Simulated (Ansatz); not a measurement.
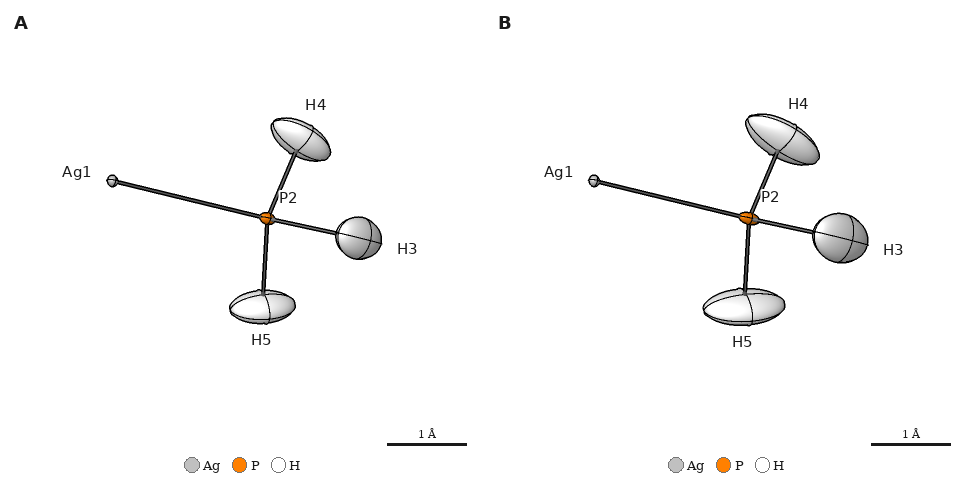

Displacement ellipsoids at the 50 % level, scaled by 1.5, from the internal vibrations of the free molecule (harmonic, no overall translation or rotation; no half-axis is drawn under 0.075 Å). State: charge +1, singlet. Vibrations computed with RKS PBE0-D4/def2-TZVP, core potentials on Ag (Ansatz 0.2.0). One panel is for 298 K, the other for 600 K.

Which panel is for 600 K?

Answer. B.

How much does the mean-square displacement of H5 grow, and why?

Answer. U_eq goes from 0.0185 to 0.0268 Å², a factor of 1.4. Modes below kT (417 cm⁻¹ at 600 K) grow about in proportion to T, and the lowest lies at 263 cm⁻¹; the mean-square amplitude of a mode is its zero-point value times coth(ħω/2kT), which comes close to 1 only above about 3kT.
